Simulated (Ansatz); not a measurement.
# C2H7Si (SMILES C[SiH]C): UB3LYP/6-311+G(d,p)

What is the vertical ionisation energy of C2H7Si at UB3LYP/6-311+G**? 

The calculation is run with Ansatz 0.2.0.

36 further runs of the same task are left out: 36 set aside as unsound or not needed.

### 1 The system as given

C2H7Si has 10 atoms, charge 0, and is taken as a doublet. As SMILES, `C[SiH]C`. The coordinates come from a PBE0-D4/def2-TZVP relaxation.

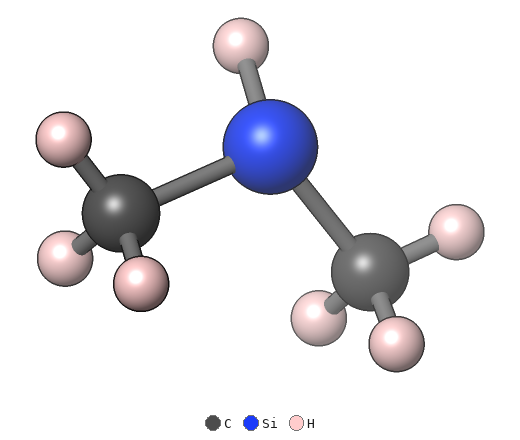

The structure, seen from a chosen angle (carbon dark grey, silicon blue, hydrogen pink).

### 2 A single-point energy at UB3LYP/6-311+G(d,p)

Input file molecule.yaml:

```yaml
crystal:
  periodic: [false, false, false]
  atoms:
    - {symbol: C, position_ang: [-1.065300, 0.729000, -0.876200]}
    - {symbol: Si, position_ang: [0.579500, 0.676400, 0.026300]}
    - {symbol: C, position_ang: [0.745000, -0.863300, 1.086800]}
    - {symbol: H, position_ang: [-1.173700, -0.143700, -1.529000]}
    - {symbol: H, position_ang: [-1.145400, 1.625300, -1.494500]}
    - {symbol: H, position_ang: [-1.899100, 0.727900, -0.170400]}
    - {symbol: H, position_ang: [1.707100, 0.752000, -0.952200]}
    - {symbol: H, position_ang: [-0.043500, -0.905000, 1.841800]}
    - {symbol: H, position_ang: [1.708100, -0.884600, 1.600600]}
    - {symbol: H, position_ang: [0.670300, -1.765000, 0.469600]}
basis:
  gaussian: {orbitals: 6-311+G_st__st_-spherical.json}
hamiltonian: {xc: {name: B3LYP}}
output: {orbitals: {seedname: orbitals}}
accuracy: high
magnetization: {spin_polarized: true, initial_magnetization: 1}
```

The basis set 6-311+G** is read from a file made from the Basis Set Exchange's data (not shown).

Started as:

```console
$ ansatz run molecule.yaml --threads 1 --pin off --max-ram 3480MiB --events-out events.jsonl --progress --plain --runs-dir runs
```

The program printed:

```text
Warning: RAYON_NUM_THREADS=1 ignored (pool sized by the plan → 1); use --threads N
Functional definition: B3LYP
  name "B3LYP"
  parameter a0 = 0.2
  parameter ax = 0.72
  parameter ac = 0.81
  exchange = (1 - a0 - ax)*slater_x + ax*b88_x + a0*exact_x
  correlation = (1 - ac)*vwn_rpa_c + ac*lyp_c
2270 factors; integrals over basis functions are off by at most 6.3e-9 eV
mean field evaluation 1: about -10053.6750 eV, gradient 5.3e1 eV
mean field evaluation 2: about -10045.0021 eV, gradient 6.2e1 eV
mean field evaluation 4: about -10066.4521 eV, gradient 1.3e0 eV
mean field evaluation 8: about -10066.5375 eV, gradient 3.1e-2 eV
mean field evaluation 16: about -10066.5375 eV, gradient 2.0e-5 eV
mean field -10066.53749700 eV, -369.9384296707 hartree, gradient 1.5e-8 eV, S^2 0.751280; 0 other end points of the search recorded, 0 dependent functions left out
reference -10066.53754553 eV, -369.9384314540 hartree; 17, 16 occupied and 99, 100 virtual orbitals, 2270 factors
Total energy: -10066.53754553 eV, -369.9384314540 hartree
```

Run time: 16 s. Hardware: 1 thread of Arm Neoverse V1, shared host; peak memory 0.51 GiB.

### 3 The singlet cation at the same level

Input file input.yaml:

```yaml
crystal:
  periodic: [false, false, false]
  atoms:
    - {symbol: C, position_ang: [-1.065300, 0.729000, -0.876200]}
    - {symbol: Si, position_ang: [0.579500, 0.676400, 0.026300]}
    - {symbol: C, position_ang: [0.745000, -0.863300, 1.086800]}
    - {symbol: H, position_ang: [-1.173700, -0.143700, -1.529000]}
    - {symbol: H, position_ang: [-1.145400, 1.625300, -1.494500]}
    - {symbol: H, position_ang: [-1.899100, 0.727900, -0.170400]}
    - {symbol: H, position_ang: [1.707100, 0.752000, -0.952200]}
    - {symbol: H, position_ang: [-0.043500, -0.905000, 1.841800]}
    - {symbol: H, position_ang: [1.708100, -0.884600, 1.600600]}
    - {symbol: H, position_ang: [0.670300, -1.765000, 0.469600]}
basis:
  gaussian: {orbitals: 6-311+G_st__st_-spherical.json}
total_charge: 1
hamiltonian: {xc: {name: B3LYP}}
accuracy: high
output: {orbitals: {seedname: orbitals}}
```

The basis set 6-311+G** is read from a file made from the Basis Set Exchange's data (not shown).

Started as:

```console
$ ansatz run input.yaml --threads 1 --pin off --max-ram 3480MiB --events-out events.jsonl --progress --plain --runs-dir runs
```

The program printed:

```text
Warning: RAYON_NUM_THREADS=1 ignored (pool sized by the plan → 1); use --threads N
[... 7 set-up lines as earlier in the session ...]
2270 factors; integrals over basis functions are off by at most 6.3e-9 eV
mean field evaluation 1: about -10037.8485 eV, gradient 9.6e1 eV
mean field evaluation 2: about -10016.8814 eV, gradient 1.2e2 eV
mean field evaluation 4: about -10058.7782 eV, gradient 5.0e0 eV
mean field evaluation 8: about -10058.8361 eV, gradient 2.8e-2 eV
mean field evaluation 16: about -10058.8361 eV, gradient 3.3e-6 eV
mean field -10058.83607490 eV, -369.6554076284 hartree, gradient 4.1e-8 eV, S^2 0.000000; 0 other end points of the search recorded, 0 dependent functions left out
reference -10058.83612574 eV, -369.6554094970 hartree; 16, 16 occupied and 100, 100 virtual orbitals, 2270 factors
Total energy: -10058.83612574 eV, -369.6554094970 hartree
```

Wall time 10 s (1 thread of Arm Neoverse V1, shared host); peak memory 0.37 GiB.

### 4 What came out

At UB3LYP/6-311+G**:

| quantity | value |
| --- | --- |
| doublet C2H7Si: total energy | -369.93843 Eh |
| doublet C2H7Si: HOMO energy (highest over α and β) | -5.27 eV |
| doublet C2H7Si: LUMO energy (lowest over α and β) | -2.22 eV |
| doublet C2H7Si: ⟨S²⟩ | 0.751 |
| singlet cation: total energy | -369.65541 Eh |
| singlet cation: HOMO energy | -14.75 eV |
| singlet cation: LUMO energy | -9.99 eV |
| singlet cation: HOMO–LUMO gap | 4.76 eV |
| vertical ionisation energy (to the singlet cation) | 7.701 eV |

The vertical ionisation energy comes to 7.70 eV (178 kcal/mol). Only the singlet of the ionised species was computed; a triplet could lie lower.
